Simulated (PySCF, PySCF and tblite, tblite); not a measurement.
# CH7B2NS: a path driven as rotation about a bond, and NMR exchange, part 2 of 2

PySCF and tblite. Atoms count from 0. The steps go on from the part before.

## 7. Shieldings, saddle of leg 1: revPBE/pcSseg-1 in acetone

The job: settings as JSON, then the geometry in Å.

```
{"job": {"kind": "nmr", "xc": "revPBE", "basis": "pcSseg-1", "solvent": "acetone", "pop": false}, "charge": 0, "multiplicity": 1}
B      2.723284    -0.089889     0.091468
S      1.675769    -1.320671    -0.573242
B      0.110058    -0.359510    -0.804763
N     -0.779095    -0.300082     0.237248
C     -2.051430     0.387449     0.279856
H      2.327584     0.997214     0.276177
H      3.819540    -0.399734     0.348083
H     -0.102011     0.168020    -1.825251
H     -0.578964    -0.782476     1.104069
H     -2.863567    -0.319637     0.464500
H     -2.224814     0.882033    -0.672859
H     -2.056354     1.137283     1.074715
```

What it wrote:

```text
coarse grid: 10288 points
cycle   1  E = -544.7987297510  dE =  2.671e-01  |g| = 3.873e-01  |ddm| = 3.001e+00
cycle   2  E = -544.7722212888  dE =  2.651e-02  |g| = 5.242e-01  |ddm| = 8.607e-01
cycle   3  E = -544.8394493581  dE = -6.723e-02  |g| = 1.433e-01  |ddm| = 4.887e-01
cycle   4  E = -544.8443704492  dE = -4.921e-03  |g| = 3.136e-02  |ddm| = 1.294e-01
cycle   5  E = -544.8445883198  dE = -2.179e-04  |g| = 8.894e-03  |ddm| = 2.830e-02
cycle   6  E = -544.8446057030  dE = -1.738e-05  |g| = 2.589e-03  |ddm| = 1.094e-02
cycle   7  E = -544.8446074005  dE = -1.698e-06  |g| = 9.593e-04  |ddm| = 3.661e-03
final grid: 93968 points
cycle   8  E = -544.8766784783  dE = -4.357e-05  |g| = 1.294e-02  |ddm| = 3.707e-02
cycle   9  E = -544.8766079013  dE =  7.058e-05  |g| = 2.067e-02  |ddm| = 3.006e-02
cycle  10  E = -544.8767210387  dE = -1.131e-04  |g| = 3.356e-03  |ddm| = 1.997e-02
cycle  11  E = -544.8767239866  dE = -2.948e-06  |g| = 5.752e-04  |ddm| = 2.853e-03
cycle  12  E = -544.8767240638  dE = -7.724e-08  |g| = 2.233e-04  |ddm| = 7.863e-04
cycle  13  E = -544.8767240765  dE = -1.273e-08  |g| = 4.684e-05  |ddm| = 2.501e-04
cycle  14  E = -544.8767240772  dE = -6.573e-10  |g| = 1.538e-05  |ddm| = 6.755e-05
converged SCF energy = -544.8767240772

GIAO shielding tensors (ppm)
atom      isotropic    diamagn.    paramagn.     s11        s22        s33       span
  0 B       34.972     197.783    -162.812    -33.284      4.791    133.409    166.693
  1 S      372.045    1061.009    -688.964     54.156    387.249    674.730    620.574
  2 B       62.928     198.671    -135.744     28.176     57.887    102.719     74.543
  3 N      111.238     322.736    -211.499     -3.615    145.803    191.525    195.140
  4 C      143.876     243.070     -99.195    121.209    128.760    181.658     60.449
  5 H       24.958      31.570      -6.612     18.424     26.594     29.856     11.432
  6 H       24.885      29.902      -5.018     19.819     27.064     27.773      7.954
  7 H       26.336      31.883      -5.547     25.087     25.428     28.493      3.406
  8 H       26.406      33.761      -7.355     20.787     28.000     30.430      9.643
  9 H       28.411      26.997       1.414     24.047     26.644     34.542     10.494
 10 H       28.377      28.844      -0.467     25.339     27.369     32.421      7.082
 11 H       28.408      28.363       0.045     24.135     26.671     34.419     10.284
```

Run time: 6.9 s. Hardware: 1 thread of Intel Xeon Platinum 8559C, shared host; peak memory 0.64 GiB.

Key values: HOMO -6.57 eV, LUMO -1.91 eV; dipole 4.39 D.

## 8. Shieldings, end: revPBE/pcSseg-1 in acetone

The job: settings as JSON, then the geometry in Å.

```
{"job": {"kind": "nmr", "xc": "revPBE", "basis": "pcSseg-1", "solvent": "acetone", "pop": false}, "charge": 0, "multiplicity": 1}
B      2.576943    -0.242517     0.472921
S      1.802835    -0.839011    -0.982417
B      0.050919    -0.289966    -0.934227
N     -0.593437    -0.044358     0.253678
C     -1.963765     0.376167     0.442828
H      2.007353     0.424668     1.249800
H      3.703544    -0.509721     0.624749
H     -0.509709    -0.203312    -1.954251
H     -0.101175    -0.136981     1.133119
H     -2.506761    -0.348690     1.054413
H     -2.452552     0.456894    -0.525035
H     -2.003308     1.348217     0.941173
```

What it wrote:

```text
coarse grid: 10288 points
cycle   1  E = -544.8026545444  dE =  2.686e-01  |g| = 3.858e-01  |ddm| = 2.982e+00
cycle   2  E = -544.7734597427  dE =  2.919e-02  |g| = 5.375e-01  |ddm| = 8.618e-01
cycle   3  E = -544.8415777208  dE = -6.812e-02  |g| = 1.531e-01  |ddm| = 5.006e-01
cycle   4  E = -544.8472390854  dE = -5.661e-03  |g| = 2.894e-02  |ddm| = 1.317e-01
cycle   5  E = -544.8474249933  dE = -1.859e-04  |g| = 7.937e-03  |ddm| = 2.577e-02
cycle   6  E = -544.8474385747  dE = -1.358e-05  |g| = 2.128e-03  |ddm| = 8.903e-03
cycle   7  E = -544.8474396438  dE = -1.069e-06  |g| = 7.385e-04  |ddm| = 2.901e-03
final grid: 93968 points
cycle   8  E = -544.8788259171  dE = -4.593e-05  |g| = 1.274e-02  |ddm| = 3.657e-02
cycle   9  E = -544.8787608962  dE =  6.502e-05  |g| = 2.012e-02  |ddm| = 2.901e-02
cycle  10  E = -544.8788673224  dE = -1.064e-04  |g| = 3.555e-03  |ddm| = 1.911e-02
cycle  11  E = -544.8788705204  dE = -3.198e-06  |g| = 5.881e-04  |ddm| = 2.826e-03
cycle  12  E = -544.8788706018  dE = -8.141e-08  |g| = 1.970e-04  |ddm| = 7.681e-04
cycle  13  E = -544.8788706116  dE = -9.755e-09  |g| = 4.732e-05  |ddm| = 2.374e-04
cycle  14  E = -544.8788706122  dE = -6.567e-10  |g| = 1.791e-05  |ddm| = 6.882e-05
converged SCF energy = -544.8788706122

GIAO shielding tensors (ppm)
atom      isotropic    diamagn.    paramagn.     s11        s22        s33       span
  0 B       32.636     198.017    -165.381    -35.001      0.476    132.433    167.433
  1 S      381.066    1060.543    -679.477     48.383    352.278    742.537    694.154
  2 B       66.105     198.732    -132.627     31.148     61.419    105.748     74.600
  3 N      120.895     322.910    -202.015     10.619    144.462    207.603    196.984
  4 C      143.775     242.705     -98.930    121.173    128.439    181.712     60.539
  5 H       24.386      32.280      -7.894     18.341     25.948     28.869     10.527
  6 H       24.768      29.968      -5.201     20.022     26.623     27.658      7.636
  7 H       26.588      31.579      -4.991     24.927     26.282     28.556      3.629
  8 H       26.047      34.477      -8.430     19.729     28.031     30.381     10.651
  9 H       28.319      27.462       0.857     24.150     26.351     34.455     10.305
 10 H       28.332      28.521      -0.188     24.996     27.477     32.525      7.529
 11 H       28.373      27.994       0.379     23.942     26.585     34.592     10.650
```

Run time: 7 s. Hardware: 1 thread of Intel Xeon Platinum 8559C, shared host; peak memory 0.64 GiB.

This run: HOMO -6.28 eV, LUMO -2.23 eV; dipole 4.11 D.

## 9. Kinetics and line shapes

The job: settings as JSON, then the geometry in Å.

```
{"job": {"smiles": "BSBNC", "charge": 0, "mult": 1, "motion": "rotation", "what": "boronate", "atoms": [2, 1], "drives": [{"terms": [["t", [3, 2, 1, 0], 0.5], ["t", [7, 2, 1, 0], 0.5]], "by": 180, "n": 12}], "study": "path", "level": {"kind": "nmr", "xc": "revPBE", "basis": "pcSseg-1", "solvent": "acetone"}, "fields": [250, 360, 900], "first": 0, "seed": 767, "kind": "path"}, "charge": 0, "multiplicity": 1}
B      3.043862    -0.194571    -0.171390
S      1.682816    -0.907700     0.678059
B      0.220954     0.029383     0.091183
N     -1.008547    -0.320339     0.598422
C     -2.294207     0.264239     0.292350
H      2.881298     0.687128    -0.921332
H      4.103784    -0.635346     0.043925
H      0.333713     0.892859    -0.687341
H     -1.076311    -1.072071     1.271301
H     -2.969126    -0.485489    -0.128301
H     -2.162257     1.064071    -0.432643
H     -2.754782     0.677149     1.193406
```

What it wrote:

```text
stationary points (kcal/mol above the start)
  n  kind          group   xTB      DFT    lowest mode
  0  minimum      Cs       0.00     0.00      62.9
  1  saddle       C1       2.20     3.10     -74.9
  2  minimum      C1       0.87     1.44      65.4

GFN2-xTB energies: T/K, barrier G, reaction G (kcal/mol), k forward, k back (1/s)
 150.00     2.20     0.87    3.9e+09   3.67e+10
 200.00     2.29     0.87   2.65e+10    1.2e+11
 250.00     2.39     0.88   8.53e+10   2.48e+11
 298.15     2.50     0.88   1.84e+11   4.03e+11
 350.00     2.62     0.88   3.35e+11   5.91e+11
 400.00     2.76     0.88    5.2e+11   7.84e+11
 500.00     3.04     0.88   9.74e+11   1.18e+12

revPBE/pcSseg-1 + D3(BJ), IEF-PCM acetone energies: T/K, barrier G, reaction G (kcal/mol), k forward, k back (1/s)
 150.00     3.10     1.44   1.92e+08   1.22e+10
 200.00     3.18     1.44   2.77e+09   5.25e+10
 250.00     3.28     1.45    1.4e+10   1.28e+11
 298.15     3.39     1.45   4.04e+10   2.32e+11
 350.00     3.52     1.45   9.23e+10   3.69e+11
 400.00     3.65     1.45   1.68e+11   5.19e+11
 500.00     3.94     1.45   3.95e+11   8.48e+11
```

Wall time 30 s (1 thread of Intel Xeon Platinum 8559C, shared host); peak memory 0.64 GiB. This counts the whole study up to here.

Barriers by level (kcal/mol; entropies in cal/(mol K)). Zero-point and thermal terms come from xTB in every row. ΔG‡ leaves symmetry out; the rate counts equivalent paths (a factor of 2); effective ΔG‡, where given, is the barrier that would give that rate by Eyring's equation alone:

| level | ΔE‡ | with zero-point | ΔH‡ | ΔS‡ | ΔG‡ (298 K) | ΔE of reaction | k at 298 K (1/s) | effective ΔG‡ |
| --- | --- | --- | --- | --- | --- | --- | --- | --- |
| GFN2-xTB | 2.20 | 2.06 | 1.57 | -3.1 | 2.50 | 0.87 | 1.8e+11 | 2.09 |
| revPBE/pcSseg-1 + D3(BJ), IEF-PCM acetone | 3.10 | 2.96 | 2.47 | -3.1 | 3.39 | 1.44 | 4e+10 | 2.98 |

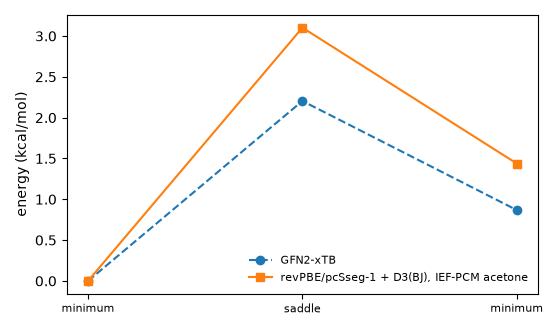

The xTB stationary points, at both levels.

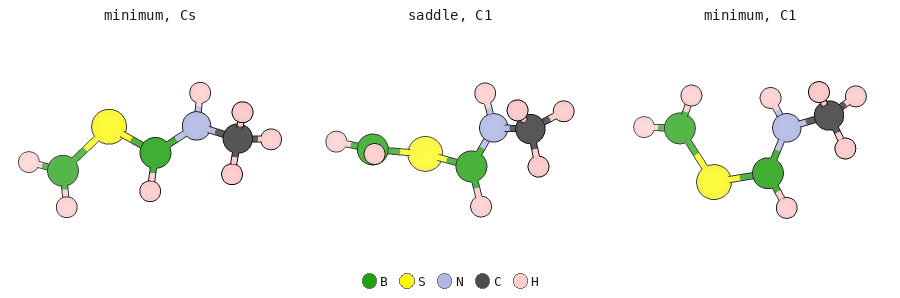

The stationary points in order.

Sites that the driver pairs across this motion, and where their lines would merge (no couplings; faster rotations, inversion at nitrogen or exchange between molecules can average them sooner):

| nucleus | sites: shielding (ppm) | proton frequency (MHz) | spread (Hz) | coalescence (K) | lines at 298 K |
| --- | --- | --- | --- | --- | --- |
| $^{11}$B | B2: 61.2; B2 (end): 66.1 | 900 | 1417 | below 40 | – |
| $^{11}$B | B0: 28.5; B0 (end): 32.6 | 900 | 1193 | below 40 | – |
| $^{1}$H | H8: 26.42; H8 (end): 26.05 | 900 | 338 | below 40 | – |
| $^{1}$H | H6: 24.60; H6 (end): 24.77 | 900 | 150 | below 40 | – |
| $^{1}$H | H7: 26.45; H7 (end): 26.59 | 900 | 125 | below 40 | – |
| $^{15}$N | N3: 119.7; N3 (end): 120.9 | 900 | 109 | below 40 | – |
| $^{1}$H | H5: 24.44; H5 (end): 24.39 | 900 | 45 | below 40 | – |
| $^{1}$H | H9, H10, H11: 28.37; H9, H10, H11 (end): 28.34 | 900 | 29 | below 40 | – |

Rows that set an atom against itself at the end compare its shielding in the two forms.

## 10. Results

This closing draws on all 2 parts.

| quantity | value |
| --- | --- |
| barrier (revPBE/pcSseg-1 + D3(BJ), IEF-PCM acetone) | ΔE‡ 3.1, ΔG‡(298 K) 3.4 kcal/mol |
| barrier (GFN2-xTB) | ΔE‡ 2.2 kcal/mol |
| rate at 298 K | 4e+10 s⁻¹ |
| end of the path | 1.4 kcal/mol from the start |

What this shows: The barrier is 3.1 kcal/mol at the DFT level (xTB: 2.2); with thermal terms and the count of paths the DFT value gives a rate of 4e+10 s⁻¹ at 298 K. An error of 1.4 kcal/mol changes that rate tenfold.
